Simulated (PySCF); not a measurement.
## A study: C$_{2}$H$_{4}$P, charge +1, SMILES `C1=C[PH2+]1`

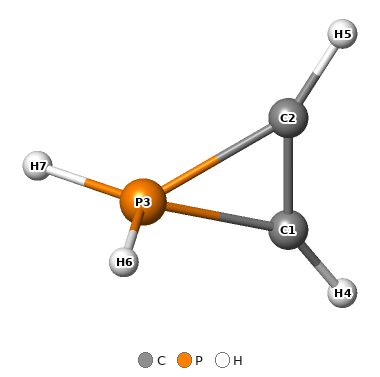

The molecule, with its atoms numbered as below. No frequency check shows the geometry to be a minimum.

Cartesian coordinates (Å):

```
C1       0.9134   -0.6640   -0.0003
C2       0.9134    0.6640    0.0003
P3      -0.7409    0.0000    0.0000
H4       1.5305   -1.5409   -0.0005
H5       1.5304    1.5410    0.0005
H6      -1.4539   -0.0018    1.1814
H7      -1.4539    0.0017   -1.1814
```

### 1. Bonding charge

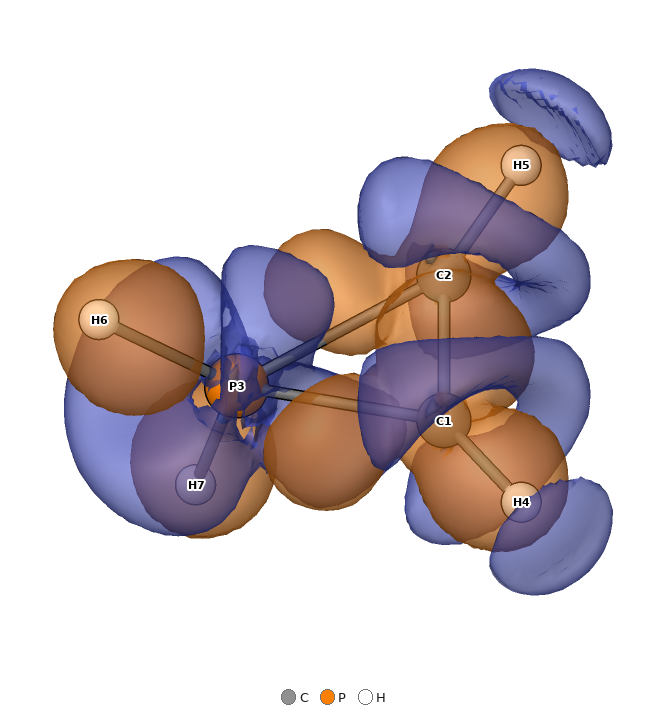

Deformation density (molecule less spherical, spin-averaged free atoms at the same positions), surfaces at ±0.06 e/Å³; orange: gain, blue: loss.

PySCF calculation, B3LYP/6-31G*, gas phase; geometry: GFN2-xTB.

> Describe the bonding that the map shows.

C2–H5 and C1–H4: +0.70 e/Å³ at the bond critical point (bond length 1.07 Å, Mayer order 0.9). C1–C2: +0.67 e/Å³ at the bond critical point (bond length 1.33 Å, Mayer order 1.7). P3–H6 and P3–H7: +0.33 e/Å³ at the bond critical point (bond length 1.38 Å, Mayer order 0.9). C1–P3 and C2–P3: +0.12 e/Å³ at the bond critical point (bond length 1.78 Å, Mayer order 1.1). In all, 1.2 electrons gather in the regions of gain relative to the promolecule of neutral atoms (the regions of loss give up this much and the cation's charge besides). A small or negative value marks a very polar bond, one between electron-rich atoms, whose free-atom densities already overlap strongly, a long bond to a heavier atom, or a closed-shell contact such as a hydrogen bond.

> Where do the Hirshfeld charges lie?

The highest Hirshfeld charge is on P3 (+0.47 e), the lowest on C1 and C2 (+0.04 e).

### 2. Local ionisation energy

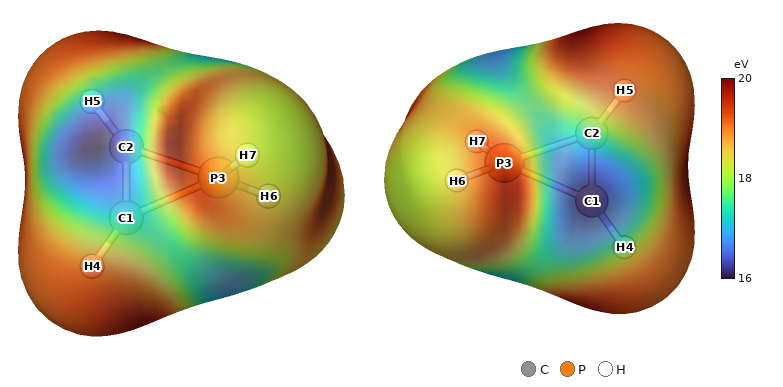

Average local ionisation energy on the surface of electron density 0.001 a.u. (back view left, front view right).

> Locate the minima of the map.

The lowest value is 16.1 eV, off the C1–C2 bond (2.1 Å from its atoms), and at like points elsewhere. Further minima include 16.8 eV, 2.1 Å from P3, and at like points elsewhere; 18.0 eV, 1.3 Å from H7, and at like points elsewhere. For comparison, the highest occupied orbital lies at −14.8 eV.

### 3. In an electric field

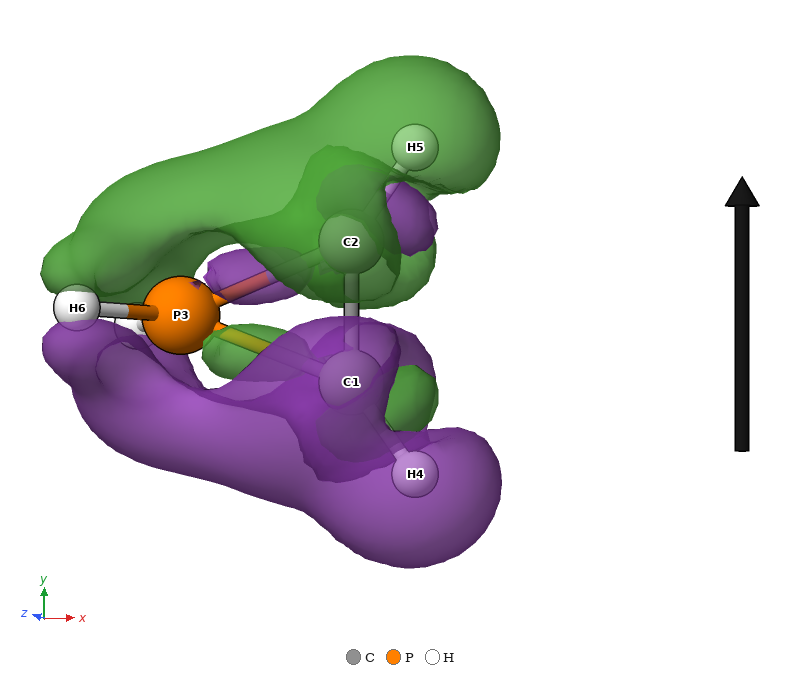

Change of the electron density in a uniform field of 0.51 V/Å along +y (arrow), surfaces at ±0.003 e/Å³ (purple: gain, green: loss).

PySCF calculation, B3LYP/6-311G**, gas phase; geometry: GFN2-xTB. A basis without diffuse functions makes polarisabilities too small.

> What dipole is induced, and what polarisability does it imply?

The induced dipole is 0.84 D (along the field); α along this axis, from the fields in both directions, is 33 bohr³ (4.9 Å³).

> Which atoms gain and lose the most charge?

Electrons gather most on C1 (Hirshfeld charge changes by −0.025 e) and leave C2 most (+0.025 e); 0.088 electrons are displaced in all.

The PySCF runs shown took 11 s and 31 s on 1 thread of AMD EPYC (Zen 3), on a shared host.
